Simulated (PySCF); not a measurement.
# K₂F₂: relaxation and vibrations of the singlet

The task is one start of a wider search on K₂F₂: the singlet, from a butterfly start. It is relaxed, tested by its Hessian and followed downhill if it is a saddle.

The runs use PySCF 2.14.0; PBE0, basis K def2-TZVP, F def2-TZVP, no relativity, density fitting.

## (1) Starting geometry

4 atoms, charge 0, spin multiplicity 1.

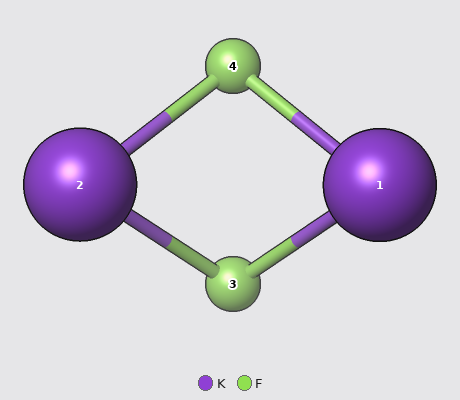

Start geometry, drawn with potassium purple, fluorine green; atoms are numbered from 1 in the order of the file.

```xyz
4
charge 0 multiplicity 1
K     1.9600    0.0000    0.0000
K    -1.9600    0.0000    0.0000
F     0.0000    1.4300    1.5600
F     0.0000   -1.4300    1.5600
```

## (2) The SCF at the typed geometry

The steps below are one call of a driver around PySCF. For each, scf.py gives the equivalent set-up of the SCF; relaxations use the driver's own optimiser. After this first run the driver tries any further starts and a stability analysis.

File scf.py:

```python
from pyscf import gto, scf, dft
mol = gto.M(atom='''
K      1.960000     0.000000     0.000000
K     -1.960000     0.000000     0.000000
F      0.000000     1.430000     1.560000
F      0.000000    -1.430000     1.560000''',
    basis={'K': 'def2-TZVP', 'F': 'def2-TZVP'},
    charge=0, spin=0)
mf = dft.RKS(mol, xc='PBE0')
mf.grids.atom_grid = (50, 194)
aux = {'K': 'def2-universal-JKFIT', 'F': 'def2-universal-JKFIT'}
mf = mf.density_fit(auxbasis=aux)
mf.conv_tol = 1e-08
mf.diis_space = 10
mf.max_cycle = 60
mf.init_guess = 'minao'
mf.verbose = 4
mf.kernel()
```

Command:

```sh
$ OMP_NUM_THREADS=2 python axn.py task.json out
```

The log of the run:

```text
init E= -1398.6943891427
  HOMO = -0.493505658573796  LUMO = -0.101431984074207  gap/eV = 10.66887
cycle= 1 E= -1398.90847077617  delta_E= -0.214  |g|= 1.15  |ddm|= 1.31
  HOMO = 0.0332530485911119  LUMO = 0.039451151198532  gap/eV = 0.16866
cycle= 2 E= -1382.22126303945  delta_E= 16.7  |g|= 6.13  |ddm|= 8.83
  HOMO = -0.241798929201876  LUMO = -0.0499391566662114  gap/eV = 5.22077
cycle= 3 E= -1399.15484849097  delta_E= -16.9  |g|= 0.216  |ddm|=  8.6
  HOMO = -0.1509713942301  LUMO = -0.0488986377706129  gap/eV = 2.77754
cycle= 4 E= -1399.16449103729  delta_E= -0.00964  |g|= 0.092  |ddm|= 0.364
  HOMO = -0.165439035815414  LUMO = -0.0482564719199882  gap/eV = 3.18870
cycle= 5 E= -1399.16572032539  delta_E= -0.00123  |g|= 0.0409  |ddm|= 0.0469
  HOMO = -0.171425066606963  LUMO = -0.0487227252953874  gap/eV = 3.33890
cycle= 6 E= -1399.16599651715  delta_E= -0.000276  |g|= 0.00532  |ddm|= 0.0278
  HOMO = -0.172587326185139  LUMO = -0.0487759584692324  gap/eV = 3.36908
cycle= 7 E= -1399.16600137959  delta_E= -4.86e-06  |g|= 0.000545  |ddm|= 0.0041
  HOMO = -0.172601986222857  LUMO = -0.0487436099781315  gap/eV = 3.37036
cycle= 8 E= -1399.1660014363  delta_E= -5.67e-08  |g|= 0.000104  |ddm|= 0.000564
  HOMO = -0.172591085580633  LUMO = -0.0487401774376091  gap/eV = 3.37015
cycle= 9 E= -1399.16600143891  delta_E= -2.6e-09  |g|= 3.12e-05  |ddm|= 0.000103
  HOMO = -0.17257782397225  LUMO = -0.0487374819692322  gap/eV = 3.36987
Extra cycle  E= -1399.16600143874  delta_E= 1.71e-10  |g|= 4.74e-05  |ddm|= 4.89e-05
converged SCF energy = -1399.16600143874
```

This step, with its further starts and checks, needed 8.6 s of wall time on 2 threads of Intel Xeon Platinum 8488C (Sapphire Rapids), shared host.

The test of internal stability found no lower closed-shell solution.

## (3) Relaxation: butterfly start, singlet

The program finds C2v symmetry in the start, which this walk keeps.

scf.py, as its differences from that of step 2:

```diff
@@ -3,4 +3,4 @@
-K      1.960000     0.000000     0.000000
-K     -1.960000     0.000000     0.000000
-F      0.000000     1.430000     1.560000
-F      0.000000    -1.430000     1.560000''',
+K      1.960000    -0.000000    -0.511326
+K     -1.960000     0.000000    -0.511326
+F      0.000000     1.430000     1.048674
+F     -0.000000    -1.430000     1.048674''',
@@ -16 +15,0 @@
-mf.init_guess = 'minao'
```

Steps of the walk:

```csv
step,energy (Eh),change (kJ/mol),largest symmetric gradient (Eh/bohr)
0,-1399.166001,0.00,0.02948
1,-1399.194562,-74.99,0.02447
2,-1399.224437,-153.42,0.02101
3,-1399.249714,-219.79,0.01175
4,-1399.257668,-240.67,0.00605
5,-1399.258315,-242.37,0.00125
6,-1399.258377,-242.53,0.00134
7,-1399.258433,-242.68,0.00098
8,-1399.258469,-242.77,0.00038
9,-1399.258481,-242.80,0.00019
10,-1399.258482,-242.81,0.00003
```

The walk took 45 s.

Geometry (Å) and forces (eV/Å) at some steps:

```
step 0
K    1.960   0.000  -0.511  -1.160   0.000   1.516
K   -1.960   0.000  -0.511   1.160   0.000   1.516
F    0.000   1.430   1.049   0.000   0.016  -1.516
F    0.000  -1.430   1.049   0.000  -0.016  -1.516
step 1
K    1.955   0.000  -0.364  -1.216   0.000   1.258
K   -1.955   0.000  -0.364   1.216   0.000   1.258
F    0.000   1.582   0.901   0.000  -0.415  -1.258
F    0.000  -1.582   0.901   0.000   0.415  -1.258
step 5
K    1.760   0.000   0.164  -0.064   0.000  -0.008
K   -1.760   0.000   0.164   0.064   0.000  -0.008
F    0.000   1.584   0.373   0.000   0.058   0.008
F    0.000  -1.584   0.373   0.000  -0.058   0.008
step 10
K    1.726   0.000   0.151   0.002   0.000   0.000
K   -1.726   0.000   0.151  -0.002   0.000   0.000
F    0.000   1.620   0.387   0.000  -0.001   0.000
F    0.000  -1.620   0.387   0.000   0.001   0.000
```

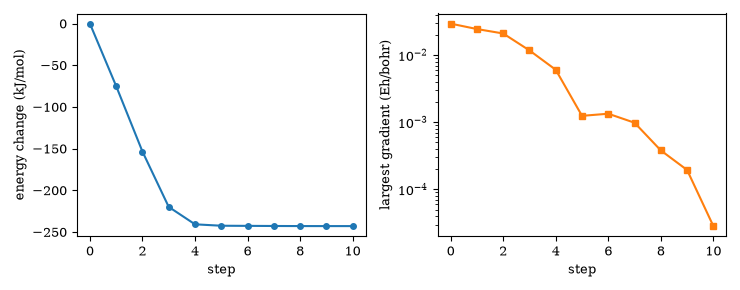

Energy and largest gradient along the walk.

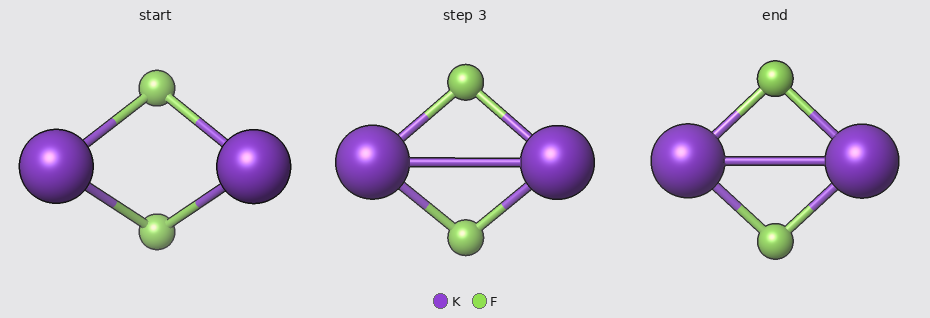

The geometry along the walk, at one scale.

After 10 steps and 242.8 kJ/mol it ends at C2v: K–F 2.379 Å (×4), K–K 3.453 Å; F–K–F 85.8° (×2), F–K–K 43.5° (×4), K–F–K 93.0° (×2).

## (4) Hessian and properties

The point is checked on the finer grid, and tightened if its gradient asks for it. The Hessian and the dipole derivatives come from central differences of analytic gradients, with steps of 0.02 bohr.

scf.py, as its differences from that of step 3:

```diff
@@ -3,4 +3,4 @@
-K      1.960000    -0.000000    -0.511326
-K     -1.960000     0.000000    -0.511326
-F      0.000000     1.430000     1.048674
-F     -0.000000    -1.430000     1.048674''',
+K      1.744696     0.000000     0.000000
+K     -1.744696    -0.000000    -0.000000
+F     -0.000000     1.620004    -0.000000
+F      0.000000    -1.620004     0.000000''',
@@ -10 +10 @@
-mf.grids.atom_grid = (50, 194)
+mf.grids.atom_grid = (75, 302)
@@ -13 +13 @@
-mf.conv_tol = 1e-08
+mf.conv_tol = 1e-10
```

This SCF starts from the last density.

Log of the central SCF (cycles and frontier levels):

```text
init E= -1399.25939603354
  HOMO = -0.255578759868924  LUMO = -0.0153612476173733  gap/eV = 6.53665
cycle= 1 E= -1399.25939603353  delta_E= 5.91e-12  |g|= 5.45e-06  |ddm|= 6.46e-06
  HOMO = -0.255580486372802  LUMO = -0.0153612921980976  gap/eV = 6.53670
Extra cycle  E= -1399.25939603352  delta_E= 1e-11  |g|= 9.28e-06  |ddm|= 1.1e-05
converged SCF energy = -1399.25939603352
```

The whole step took 1.8 min.

Geometry: D2h; K–F 2.381 Å (×4), K–K 3.489 Å; F–K–F 85.8° (×2), F–K–K 42.9° (×4), K–F–K 94.2° (×2).

Harmonic modes (main isotopes):

```
symmetry  ω (cm⁻¹)  IR (km/mol)  μ (u)
     b3u       101         89.4  22.83
      ag       148          0.0  28.41
     b3g       262          0.0  22.39
     b2u       283          135  22.83
      ag       303          0.0  23.20
     b1u       320          158  22.83
```

Every mode is real; the point is a minimum.

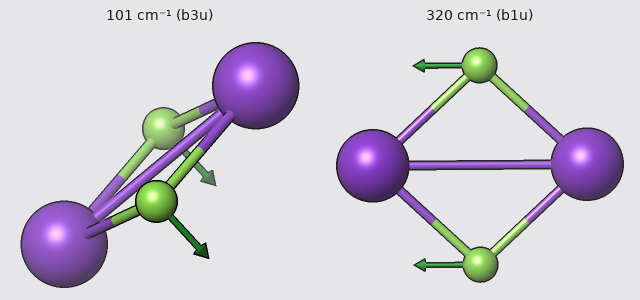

How the atoms move in 2 of the modes.

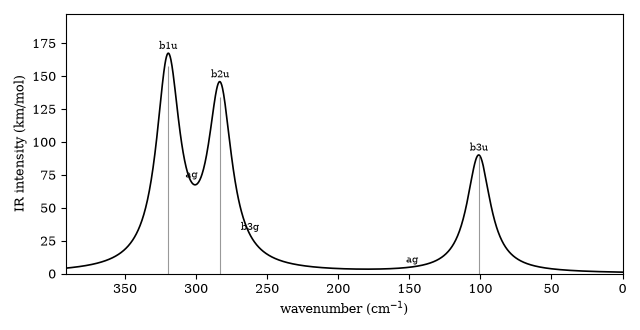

The harmonic infrared spectrum (widths in cm⁻¹). Lines are broadened to a width of 20 cm⁻¹ (Lorentzian).

Constants and moments:

```
Dipole moment                                                   : 0.00 D
Highest occupied level                                          : -6.95 eV
Lowest empty level                                              : -0.42 eV
Rotational constants                                            : 0.1691, 0.07107, 0.05003 cm⁻¹
Zero-point energy                                               : 8.5 kJ/mol
Principal polarisabilities                                      : 24.2, 27.1, 34.4 bohr³
Atomisation energy without zero-point energy                    : 1127 kJ/mol
Principal traceless quadrupole moments about the centre of mass : -33.29, -1.02, 34.31 D Å
Entropy at 298.15 K and 1 bar                                   : 321.4 J/(mol K)
Heat capacity Cp at 298.15 K                                    : 77.6 J/(mol K)
Enthalpy at 298.15 K above 0 K                                  : 18.06 kJ/mol
Rotational symmetry number                                      : 4
```

Charges (e) and bond orders:

| atom | Mulliken | Löwdin | polar tensor | Mayer order to K1 |
| --- | --- | --- | --- | --- |
| K1 | 0.76 | 0.55 | 0.91 | – |
| K2 | 0.76 | 0.55 | 0.91 | 0.00 |
| F3,4 | -0.76 | -0.55 | -0.91 | 0.22 |

Outer orbital energies (eV). occupied: -18.96, -18.86, -7.22, -7.19, -7.13, -7.10, -7.02, -6.95; empty: -0.42, -0.16, 1.23, 1.60.

Mulliken populations on K1: s 6.09, p 12.02, d 0.13.

## (5) Results

| quantity | value |
| --- | --- |
| minimum | singlet, D2h |
| geometry | K–F 2.381 Å (×4), K–K 3.489 Å; F–K–F 85.8° (×2), F–K–K 42.9° (×4), K–F–K 94.2° (×2) |
| wavenumbers (cm⁻¹) | 101 (b3u), 148 (ag), 262 (b3g), 283 (b2u), 303 (ag), 320 (b1u) |
| dipole moment | 0.00 D |
| highest occupied, lowest empty level | -6.95, -0.42 eV |
| polar-tensor charge of K1 | +0.91 e |
| zero-point energy | 8.5 kJ/mol |
| entropy at 298.15 K | 321.4 J/(mol K) |
| atomisation energy (no zero-point energy) | 1127 kJ/mol |

**Reading.** From C2v at the start the molecule goes to a D2h minimum. The strongest infrared band lies at 320 cm⁻¹ (b1u). The dipole vanishes although K1 carries +0.9 e by the polar tensor: the bond dipoles cancel. Other starts or spin states, not run here, may lie lower.

The search up to here took 2.7 min.
